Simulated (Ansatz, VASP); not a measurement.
# Cross-check of CoSi2 between VASP and Ansatz

Aim: how closely do two programs agree when they are given the same cell, functional and k mesh? The cell is a member of a volume series, scaled by 0.98 from a relaxed one, so a pressure remains.

Calculated with Ansatz 0.2.0; plane waves, with VASP 6.6.1 beside it; single point at LDA.

## (1) Set-up

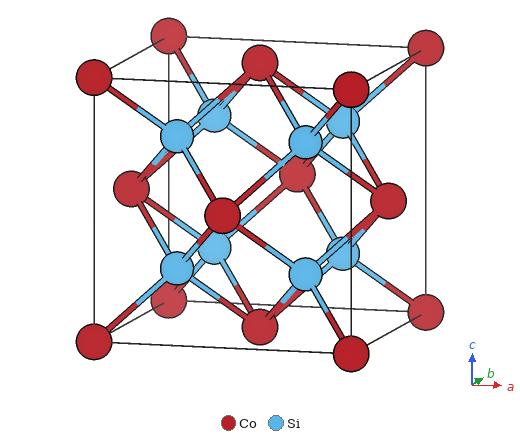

The starting structure, seen slightly off an axis (cobalt red, silicon blue). This picture shows the conventional cell, with its axes. Some periodic images of atoms are drawn too.

## (2) Ansatz: single point, LDA

Ansatz runs on its default PAW (the set named soft_2) files.

A single point gives forces, pressure and levels at one fixed geometry, so differences don't come from the geometry; what else differs is listed under the comparison.

input.yaml

```yaml
crystal:
  lattice:
    - [0.0, 2.62004363, 2.62004363]
    - [2.62004363, 0.0, 2.62004363]
    - [2.62004363, 2.62004363, 0.0]
  atoms:
    - { symbol: Co, position: [0.0, 0.0, 0.0] }
    - { symbol: Si, position: [0.25, 0.25, 0.25] }
    - { symbol: Si, position: [0.75, 0.75, 0.75] }
hamiltonian:
  xc: lda
  pseudopotentials: { kind: paw }
magnetization:
  spin_polarized: true
kpoints:
  mp_grid: { grid: [12, 12, 12] }
scf:
  occupations: { method: gaussian, width: 0.05 }
  n_extra_bands: 6
output:
  forces: true
  stress: true
  eigenvalues: true
```

Command:

```console
ansatz run input.yaml --threads 2 --pin off --max-ram 4608MiB --backend cpu --events-out ev --progress --plain --runs-dir out
```

Numbers of over 12 decimals in the logs are rounded to 6 here.

Log:

```text
scf.n_extra_bands = 6 over 13 filled bands (N_el = 25.0): the run solves 19 bands
Engine: ansatz 0.2.0, aarch64-unknown-linux-gnu
Pseudopotentials: kind: paw
Pseudopotential: Co, paw, valence charge 17, recommended cutoff 420 eV (normal), Co.paw.azcp
Pseudopotential: Si, paw, valence charge 4, recommended cutoff 420 eV (normal), Si.paw.azcp
Functional definition: SPW92
  exchange = slater_x
  correlation = pw_c
Crystal: 3 atoms, lattice volume = 35.971 Å³
Basis set: ecut = 420 eV, 725 PW (Γ)
Bands: 19, of which v1, the nominal top of the filled ones, is band 13 counted from 1 (12 counted from 0)
Symmetry: 48 space group operations
Space group: Fm-3m (ITA 225), of the structure as read, at distance tolerance 3.3e-5 Å
k-points: 72 of 1728
Non-local potential: Co, projectors of the file, l = 0: 3, l = 1: 2, l = 2: 3, l = 3: 1
Non-local potential: Si, projectors of the file, l = 0: 2, l = 1: 2, l = 2: 2
PAW form: soft (Blöchl's): semilocal exchange-correlation on the pseudo side does not see the compensation charge
PAW frozen core: Co, regenerated for the run's functional, and the local potential with it (the file was generated under x = pbe(κ = 0.804, μ = 0.219515), c = pbe(β = 0.066725))
PAW frozen core: Si, regenerated for the run's functional, and the local potential with it (the file was generated under x = pbe(κ = 0.804, μ = 0.219515), c = pbe(β = 0.066725))
PAW one-centre angular grid: Co, 590 points (default); XC on 64 Gauss nodes
PAW one-centre angular grid: Si, 110 points (default); XC on 64 Gauss nodes
Initial density: superposition of atomic densities (chi_scale 0.1, normalization cell, long waves kept (reshape's long-wave potential 0.00 eV rms))
Initial wavefunctions: pseudopotential atomic-orbital guess
Functional: x = slater, c = lda
SCF iter   1: F=—  HF=-6283.245638 eV  |F-HF|=—  |Δ(HF+E_count)|=         —  Δρ=6.43e-2 (↑6.43e-2 ↓6.43e-2)  dr2=7.27e0  dr2_m=0.00e0  M=0.000 μB ∫|m|=0.000 μB  β_m=0.30  ethr=3.10e-3  ⟨swp⟩=5.8  Hψ=7041  notcnv=0  defer=2
preconditioner: auto → none  [insulator: Δε(μ)=0.061 eV  Ē_g=10.653 eV  σ=0.050 eV  W_gap=0.60  n_scr=14 (ndim 8)  ℏωp=25.5 eV  f_vac=0.000  D(μ)=0.72/eV (n_scr^D=0)  ε∞_Penn≈6.7]
SCF iter   2: F=—  HF=-6283.686613 eV  |F-HF|=—  |Δ(HF+E_count)|=   4.41e-1  Δρ=1.32e-1 (↑1.32e-1 ↓1.32e-1)  dr2=1.53e1  dr2_m=0.00e0  M=0.000 μB ∫|m|=0.000 μB  β_m=0.22  ethr=3.10e-3  ⟨swp⟩=3.0  Hψ=3505  notcnv=0  defer=134  recentre
preconditioner: auto → Kerker (q_TF=auto, 2.568 Å⁻¹)  [metal: Δε(μ)=0.042 eV  Ē_g=9.835 eV  σ=0.050 eV  W_gap=0.45  n_scr=14 (ndim 8)  ℏωp=25.5 eV  f_vac=0.000  D(μ)=0.84/eV (n_scr^D=0)]
spin=Collinear: Kerker preconditioning applied to the charge; magnetization (m = ρ↑ − ρ↓) channel mixes plain (no charge-response kernel on spin).
SCF iter   3: F=—  HF=-6281.359443 eV  |F-HF|=—  |Δ(HF+E_count)|=    2.33e0  Δρ=4.73e-2 (↑4.68e-2 ↓4.73e-2)  dr2=7.67e-1  dr2_m=6.01e-1  M=1.179 μB ∫|m|=1.179 μB  ethr=3.10e-3  ⟨swp⟩=2.5  Hψ=3227  notcnv=0  defer=137
Mixer restart at iter 3: flushing history
SCF iter   4: F=—  HF=-6282.154731 eV  |F-HF|=—  |Δ(HF+E_count)|=         —  Δρ=4.09e-2 (↑3.76e-2 ↓4.09e-2)  dr2=9.03e-1  dr2_m=3.64e-1  M=0.173 μB ∫|m|=0.179 μB  β_m=0.22  ethr=3.07e-3  ⟨swp⟩=2.7  Hψ=6361  notcnv=0  defer=110
SCF iter   5: F=—  HF=-6282.091313 eV  |F-HF|=—  |Δ(HF+E_count)|=   6.34e-2  Δρ=3.46e-2 (↑3.46e-2 ↓3.16e-2)  dr2=5.97e-1  dr2_m=2.53e-1  M=0.130 μB ∫|m|=0.135 μB  β_m=0.61  ethr=3.07e-3  ⟨swp⟩=1.0  Hψ=3209  notcnv=0  defer=115
SCF iter   6: F=—  HF=-6282.047476 eV  |F-HF|=—  |Δ(HF+E_count)|=   4.38e-2  Δρ=3.53e-2 (↑2.97e-2 ↓3.53e-2)  dr2=1.08e0  dr2_m=2.68e-3  M=0.005 μB ∫|m|=0.022 μB  β_m=0.43  ethr=2.39e-3  ⟨swp⟩=2.5  Hψ=4977  notcnv=0  defer=131
Mixer restart at iter 6: flushing history
SCF iter   7: F=—  HF=-6281.916606 eV  |F-HF|=—  |Δ(HF+E_count)|=         —  Δρ=4.43e-3 (↑4.43e-3 ↓4.43e-3)  dr2=2.37e-2  dr2_m=0.00e0  M=0.000 μB ∫|m|=0.000 μB  β_m=0.43  ethr=2.39e-3  ⟨swp⟩=5.6  Hψ=5172  notcnv=0  defer=56
SCF iter   8: F=—  HF=-6281.917462 eV  |F-HF|=—  |Δ(HF+E_count)|=   8.57e-4  Δρ=2.86e-3 (↑2.86e-3 ↓2.86e-3)  dr2=1.11e-2  dr2_m=0.00e0  M=0.000 μB ∫|m|=0.000 μB  β_m=0.43  ethr=9.50e-5  ⟨swp⟩=2.2  Hψ=2532  notcnv=0  defer=132
SCF iter   9: F=—  HF=-6281.917007 eV  |F-HF|=—  |Δ(HF+E_count)|=   4.56e-4  Δρ=3.56e-3 (↑3.56e-3 ↓3.56e-3)  dr2=1.40e-2  dr2_m=0.00e0  M=0.000 μB ∫|m|=0.000 μB  β_m=0.22  ethr=4.42e-5  ⟨swp⟩=2.2  Hψ=1987  notcnv=0  defer=132
SCF iter  10: F=—  HF=-6281.916118 eV  |F-HF|=—  |Δ(HF+E_count)|=   8.89e-4  Δρ=9.13e-4 (↑9.13e-4 ↓9.13e-4)  dr2=1.83e-3  dr2_m=0.00e0  M=0.000 μB ∫|m|=0.000 μB  β_m=0.56  ethr=4.42e-5  ⟨swp⟩=2.4  Hψ=1800  notcnv=0  defer=132
SCF iter  11: F=—  HF=-6281.915880 eV  |F-HF|=—  |Δ(HF+E_count)|=   2.38e-4  Δρ=8.25e-4 (↑8.25e-4 ↓8.25e-4)  dr2=7.79e-4  dr2_m=0.00e0  M=0.000 μB ∫|m|=0.000 μB  β_m=0.78  ethr=7.32e-6  ⟨swp⟩=2.0  Hψ=1763  notcnv=0  defer=132
SCF iter  12: F=—  HF=-6281.915828 eV  |F-HF|=—  |Δ(HF+E_count)|=   5.18e-5  Δρ=4.25e-4 (↑4.25e-4 ↓4.25e-4)  dr2=2.04e-4  dr2_m=0.00e0  M=0.000 μB ∫|m|=0.000 μB  β_m=0.75  ethr=3.12e-6  ⟨swp⟩=1.0  Hψ=1232  notcnv=0  defer=132
SCF iter  13: F=—  HF=-6281.915806 eV  |F-HF|=—  |Δ(HF+E_count)|=   2.18e-5  Δρ=7.11e-5 (↑7.11e-5 ↓7.11e-5)  dr2=3.70e-6  dr2_m=0.00e0  M=0.000 μB ∫|m|=0.000 μB  β_m=0.88  ethr=8.15e-7  ⟨swp⟩=2.0  Hψ=1395  notcnv=0  defer=132
SCF iter  14: F=—  HF=-6281.915807 eV  |F-HF|=—  |Δ(HF+E_count)|=   1.50e-7  Δρ=8.25e-6 (↑8.25e-6 ↓8.25e-6)  dr2=3.63e-8  dr2_m=0.00e0  M=0.000 μB ∫|m|=0.000 μB  β_m=0.94  ethr=4.00e-10  ⟨swp⟩=7.4  Hψ=6812  notcnv=0
iter 15 met the thresholds in force, and the SCF goes on: an eigenvalue changes by 0.57 meV, over its tolerance of 0.50 meV (output.eigenvalues, Limitations)
SCF iter  15: F=-6281.915807 eV  HF=-6281.915807 eV  |F-HF|=8.89e-9  |Δ(HF+E_count)|=   4.10e-9  Δρ=3.38e-6 (↑3.38e-6 ↓3.38e-6)  dr2=1.05e-8  dr2_m=0.00e0  M=0.000 μB ∫|m|=0.000 μB  β_m=0.97  ethr=1.45e-10  ⟨swp⟩=1.9  Hψ=3957  notcnv=0
SCF iter  16: F=-6281.915807 eV  HF=-6281.915807 eV  |F-HF|=2.84e-10  |Δ(HF+E_count)|=  9.93e-10  Δρ=5.73e-7 (↑5.73e-7 ↓5.73e-7)  dr2=3.50e-10  dr2_m=0.00e0  M=0.000 μB ∫|m|=0.000 μB  ethr=4.21e-11  ⟨swp⟩=2.0  Hψ=3593  notcnv=0
SCF 1 converged in 16 iterations: F = -6281.915807 eV  dr2 = 3.50e-10
  greatest PAW one-centre occupation: 1.001 electrons in one spin orbital (limit 2), on the Co atom at site 0 (counted from 0), in its partial waves of l = 1
SCF converged after 16 iterations
an eigenvalue changed by more than its tolerance at an iteration that met the thresholds in force, so the SCF went on 1 time: the last check found none over its tolerance
Magnetization: 0.0000 μB (12.5000 up, 12.5000 down)
Absolute magnetization: 0.0000 μB (∫|ρ↑−ρ↓|)
Spin contamination: 0.0000 ħ² per cell (⟨S²⟩ above its minimum at these occupations)
Per-site moments (μB) at R_I (Å): [(0.0, 0.935973), (0.0, 0.935973), (0.0, 0.935973)]
Free energy (F): -6281.915807 eV
Harris-Foulkes:  -6281.915807 eV  (|F-HF|=2.84e-10)
Internal energy: -6281.914663 eV  (E = F + TS)
E sigma→0 (E₀):  -6281.915235 eV
Entropy (-TS):   -0.001143 eV (-0.381 meV/atom)
Fermi energy:    13.692152 eV
--- Per-component energies (eV) ---
  E_band       = -264.525894
  E_kinetic    = 553.773614
  E_local      = -4030.708750  (includes V_loc(G=0)·N_el)
  E_nonlocal   = 510.532787
  E_hartree    = 1755.121882
  E_xc         = -274.363591
  E_vxc        = -308.331471  (∫ρ·V_xc dr)
  E_paw        = -2427.085365  (= ΣΔE_a)
  E_vpaw       = -500.034386  (= ΣTr[D̂ρ^β])
  E_aug_tail   = 0.000095  (compensation charges beyond the density's cutoff)
  E_ewald      = -2369.772246
  E_core_change = 0.586912  (= ΣΔE_core)
  E_smearing   = -0.001143  (= −TS)
  E_closure    = -0.000000  (closes the sum)
  Σ components = -6281.915807   (vs F -6281.915807, Δ=0.00e0)
--- Forces (eV/Å), atoms counted from 1 ---
  atom   1  Co    -0.00000000     0.00000000     0.00000000
  atom   2  Si     0.00000000    -0.00000000     0.00000000
  atom   3  Si     0.00000000    -0.00000000     0.00000000
  max |Σ_I F_I| component: 4.63e-17 eV/Å
--- Stress (GPa, compression-positive) ---
        4.063376       0.000000      -0.000000
        0.000000       4.063376       0.000000
        0.000000      -0.000000       4.063376
  P = ⅓ Tr σ = 4.0634 GPa (40.634 kbar)
--- Band table (eV; the first three rows and the last of 144) ---
  k-point 0 ↑: bands = [... 9 lower, 11.5655, 15.0175, 17.1721, 17.1721, 17.1721, 17.4046, 17.4046, 17.4046, ... 2 higher]
  k-point 1 ↑: bands = [... 9 lower, 11.5313, 14.9818, 15.8659, 16.5023, 16.5023, 18.1253, 18.1253, 18.8975, ... 2 higher]
  k-point 2 ↑: bands = [... 9 lower, 11.4575, 13.8972, 15.7460, 15.7460, 15.9200, 18.3095, 18.3095, 18.9699, ... 2 higher]
  k-point 71 ↓: bands = [... 9 lower, 11.1891, 11.5180, 12.0796, 12.9564, 17.6269, 17.6269, 19.5880, 20.5446, ... 2 higher]
```

Run time: 4.2 s. Hardware: 2 threads of Arm Neoverse V1, shared host; peak memory 0.37 GiB.

The run ends at a pressure of 4.06 GPa.

## (3) VASP: single point, LDA

The same cell, functional (in two slightly different forms), mesh and smearing now go to VASP, with its own data sets and cutoff.

Lines of VASP's logs that name or quote its potential files are left out, and so is its time.

The input asks for a relaxation, which ended at its first step since no free force or stress exceeded the threshold; so it serves as a single point.

INCAR

```
SYSTEM = CoSi2
PREC = Accurate
ENCUT = 500
EDIFF = 1E-07
NELM = 100
ISMEAR = 0
SIGMA = 0.05
LREAL = .FALSE.
ALGO = Normal
GGA = CA
NBANDS = 16
ISPIN = 2
MAGMOM = 0 0 0
LASPH = .TRUE.
LMAXMIX = 4
LORBIT = 11
LWAVE = .FALSE.
LCHARG = .FALSE.
KPAR = 4
IBRION = 2
NSW = 50
ISIF = 4
EDIFFG = -0.003
```

POSCAR

```
CoSi2
1.0
    0.0000000000      2.6200436300      2.6200436300
    2.6200436300      0.0000000000      2.6200436300
    2.6200436300      2.6200436300      0.0000000000
Co Si
1 2
Direct
    0.0000000000      0.0000000000      0.0000000000
    0.2500000000      0.2500000000      0.2500000000
    0.7500000000      0.7500000000      0.7500000000
```

KPOINTS

```
Automatic mesh
0
Gamma
12 12 12
0 0 0
```

PAW data sets: Co and Si (LDA family, release 64).

Command:

```console
mpirun -np 4 vasp_std
```

Log:

```text
[banner, memory and clock lines left out]
running    4 mpi-ranks, on    1 nodes
 distrk:  each k-point on    1 cores,    4 groups
 distr:  one band on    1 cores,    1 groups

 POSCAR found type information on POSCAR CoSi
 POSCAR found :  2 types and       3 ions
 LDA part: xc-table for (Slater(with rela. corr.)+CA(PZ))
 , standard interpolation
 POSCAR, INCAR and KPOINTS ok, starting setup
 FFT: planning ... GRIDC
 FFT: planning ... GRID_SOFT
 FFT: planning ... GRID
 WAVECAR not read
 entering main loop
       N       E                     dE             d eps       ncg     rms          rms(c)
DAV:   1     0.583296897844E+02    0.58330E+02   -0.66348E+03  4648   0.996E+02
DAV:   2    -0.201535775775E+02   -0.78483E+02   -0.69555E+02  5160   0.203E+02
DAV:   3    -0.232835000221E+02   -0.31299E+01   -0.30836E+01  5960   0.450E+01
DAV:   4    -0.233410045830E+02   -0.57505E-01   -0.57474E-01  5528   0.589E+00
DAV:   5    -0.233427735357E+02   -0.17690E-02   -0.17688E-02  6024   0.104E+00    0.151E+01
DAV:   6    -0.258263196731E+02   -0.24835E+01   -0.20108E+01  4984   0.965E+01    0.154E+01
DAV:   7    -0.220023318617E+02    0.38240E+01   -0.94050E+00  5840   0.764E+01    0.394E+00
DAV:   8    -0.219506513862E+02    0.51680E-01   -0.53960E-01  5000   0.428E+00    0.177E+00
DAV:   9    -0.219212453745E+02    0.29406E-01   -0.82133E-02  5976   0.567E+00    0.509E-01
DAV:  10    -0.219213403326E+02   -0.94958E-04   -0.77423E-03  6288   0.146E+00    0.228E-01
DAV:  11    -0.219209248846E+02    0.41545E-03   -0.13879E-03  5704   0.739E-01    0.307E-02
DAV:  12    -0.219209302356E+02   -0.53510E-05   -0.72338E-05  5448   0.582E-02    0.179E-02
DAV:  13    -0.219209286031E+02    0.16325E-05   -0.53062E-06  7144   0.349E-02    0.595E-03
DAV:  14    -0.219209287031E+02   -0.99996E-07   -0.70634E-07  6472   0.103E-02
   1 F= -.21920929E+02 E0= -.21920355E+02  d E =-.219209E+02  mag=     0.0000
 curvature:   0.00 expect dE= 0.000E+00 dE for cont linesearch  0.000E+00
 trial: gam= 0.00000 g(F)=  0.777E-45 g(S)=  0.836E-33 ort = 0.000E+00 (trialstep = 0.100E+01)
 search vector abs. value=  0.100E-09
 reached required accuracy - stopping structural energy minimisation
```

OUTCAR, selected parts (step 3):

```text
ion  position               nearest neighbor table
   1  0.000  0.000  0.000-   2 2.27   3 2.27   3 2.27   3 2.27   3 2.27   2 2.27   2 2.27   2 2.27

  LATTYP: Found a face centered cubic cell.
 ALAT       =     5.2400872600

 Subroutine GETGRP returns: Found 48 space group operations
 (whereof 48 operations were pure point group operations)

The static configuration has the point symmetry O_h .

 Found     72 irreducible k-points:

   k-points           NKPTS =     72   k-points in BZ     NKDIM =     72   number of bands    NBANDS=     16

   dimension x,y,z NGX =    28 NGY =   28 NGZ =   28
   dimension x,y,z NGXF=    56 NGYF=   56 NGZF=   56

   ENCUT  =  500.0 eV  36.75 Ry    6.06 a.u.   6.76  6.76  6.76*2*pi/ulx,y,z

   NELECT =      17.0000    total number of electrons

 k-points in reciprocal lattice and weights: Automatic mesh
   0.00000000  0.00000000  0.00000000       0.001
   0.08333333  0.00000000  0.00000000       0.005
   0.16666667  0.00000000  0.00000000       0.005
   0.25000000  0.00000000  0.00000000       0.005
   0.33333333  0.00000000  0.00000000       0.005
   0.41666667  0.00000000  0.00000000       0.005
   0.50000000  0.00000000  0.00000000       0.002
   0.08333333  0.08333333  0.00000000       0.003
   0.16666667  0.08333333  0.00000000       0.014
[...]
-0.33333333  0.50000000  0.16666667       0.007
  -0.25000000  0.50000000  0.25000000       0.003

 average (electrostatic) potential at core
       1 -77.2432       2 -80.0467       3 -80.0467

 E-fermi :  10.8993

 spin component 1
 k-point     1 :       0.0000    0.0000    0.0000
  band No.  band energies     occupation
    ...
      2       6.5139      1.00000
      3       6.5139      1.00000
      4       6.5139      1.00000
      5       8.7711      1.00000
      6       8.7711      1.00000
      7      12.2474      0.00000
      8      14.3961      0.00000
      9      14.3961      0.00000
     10      14.3961      0.00000
     11      14.5906      0.00000
    ...

 k-point     2 :       0.0833    0.0000    0.0000
  band No.  band energies     occupation
    ...
      2       6.2755      1.00000
      3       6.5537      1.00000
      4       6.5537      1.00000
      5       8.7372      1.00000
      6       8.7372      1.00000
      7      12.1995      0.00000
      8      13.0836      0.00000
      9      13.7098      0.00000
     10      13.7098      0.00000
     11      15.3294      0.00000
    ...

 k-point     3 :       0.1667    0.0000    0.0000
  band No.  band energies     occupation
    ...
      2       5.6215      1.00000
      3       6.6622      1.00000
      4       6.6622      1.00000
      5       8.6638      1.00000
      6       8.6638      1.00000
      7      11.1030      0.00000
      8      12.9537      0.00000
      9      12.9537      0.00000
     10      13.1463      0.00000
     11      15.5098      0.00000
    ...

 k-point     4 :       0.2500    0.0000    0.0000
  band No.  band energies     occupation
    ...
      3       6.8047      1.00000
      4       6.8047      1.00000
      5       8.6249      1.00000
      6       8.6249      1.00000
      7       9.9529      1.00000
      8      12.1719      0.00000
      9      12.1719      0.00000
     10      13.5801      0.00000
     11      15.0542      0.00000
     12      15.0542      0.00000
    ...

 k-point     5 :       0.3333    0.0000    0.0000
  band No.  band energies     occupation
    ...
      3       6.9270      1.00000
      4       6.9270      1.00000
      5       8.7049      1.00000
      6       8.7049      1.00000
      7       9.1467      1.00000
      8      11.3999      0.00000
      9      11.3999      0.00000
     10      13.7972      0.00000
     11      14.7471      0.00000
     12      14.7471      0.00000
    ...

 k-point     6 :       0.4167    0.0000    0.0000
  band No.  band energies     occupation
    ...
      5       8.6873      1.00000
      6       8.9189      1.00000
      7       8.9189      1.00000
      8      10.7425      1.00000
      9      10.7425      1.00000
     10      13.7909      0.00000
     11      14.5863      0.00000
     12      14.5863      0.00000
     13      15.7368      0.00000
     14      20.6076      0.00000
    ...

  Total        0.9614594      0.9614594      0.9614594     -0.0000000     -0.0000000      0.0000000
  in kB       42.8238746     42.8238746     42.8238746     -0.0000000     -0.0000000      0.0000000
  external PRESSURE =      42.8238746 kB  Pullay stress =       0.0000000 kB

  energy-cutoff  :      500.00
  volume of cell :       35.97
      direct lattice vectors                 reciprocal lattice vectors
     0.000000000  2.620043630  2.620043630    -0.190836517  0.190836517  0.190836517
     2.620043630  0.000000000  2.620043630     0.190836517 -0.190836517  0.190836517
     2.620043630  2.620043630  0.000000000     0.190836517  0.190836517 -0.190836517

 POSITION                                       TOTAL-FORCE (eV/Angst)
 -----------------------------------------------------------------------------------
      0.00000      0.00000      0.00000         0.000000      0.000000      0.000000
      1.31002      1.31002      1.31002         0.000000      0.000000      0.000000
      3.93007      3.93007      3.93007        -0.000000     -0.000000     -0.000000
 -----------------------------------------------------------------------------------
    total drift:                               -0.000000     -0.000000      0.000000

  FREE ENERGIE OF THE ION-ELECTRON SYSTEM (eV)
  ---------------------------------------------------
  free  energy   TOTEN  =       -21.9209287031 eV

  energy  without entropy=      -21.9197820293  energy(sigma->0) =      -21.92035537

 reached required accuracy - stopping structural energy minimisation

 total charge
# of ion       s       p       d       tot
------------------------------------------
    1        0.580   0.798   7.690   9.067
    2        0.723   0.923   0.000   1.646
    3        0.723   0.923   0.000   1.646
--------------------------------------------------
tot          2.026   2.644   7.690  12.360

 magnetization (x)
# of ion       s       p       d       tot
------------------------------------------
    1        0.000   0.000   0.000   0.000
    2       -0.000  -0.000   0.000  -0.000
    3       -0.000  -0.000   0.000  -0.000
--------------------------------------------------
tot         -0.000  -0.000   0.000   0.000

[... 1 further part left out ...]
```

CONTCAR:

```
CoSi2
   1.00000000000000
     0.0000000000000000    2.6200436300000001    2.6200436300000001
     2.6200436300000001    0.0000000000000000    2.6200436300000001
     2.6200436300000001    2.6200436300000001    0.0000000000000000
  Co              Si
     1     2
Direct
     0.0000000000000000    0.0000000000000000    0.0000000000000000
     0.2500000000000000    0.2500000000000000    0.2500000000000000
     0.7500000000000000    0.7500000000000000    0.7500000000000000
```

## (4) Differences

Known differences besides the PAW data sets themselves: the two LDA forms differ slightly; the data sets hold 25 valence electrons in Ansatz (default PAW (the set named soft_2) files) and 17 in VASP; the cutoff is 420 eV in Ansatz and 500 eV in VASP; Ansatz makes its cores anew for this functional, VASP keeps those of its LDA data sets. Total energies have different zeros and are not compared.

Both answers:

```tsv
quantity	Ansatz	VASP	difference
pressure (GPa)	4.06	4.28	-0.22
```

Ansatz's pressure holds a Pulay correction of 0.13 GPa; VASP's holds none.

## (5) What moves the difference

An all-electron run, which needs no data sets, serves as referee.

```tsv
run	difference in pressure (GPa)
as above	-0.22
Ansatz's all-electron LAPW method	-0.24
```

[end of part 1 of 2]

[Lines on the potential files, build, host, timing and source positions are cut from VASP's logs without a mark.]

[Logs are printed without paths, hosts, clocks, repeated set-up lines and the standing remarks that a program may print on its own settings, such as how far it seeks lower states.]

[Hosts, paths, dates, database ids (printed as entryN), source tags and the programs' standing remarks are cut or masked in the printed files.]
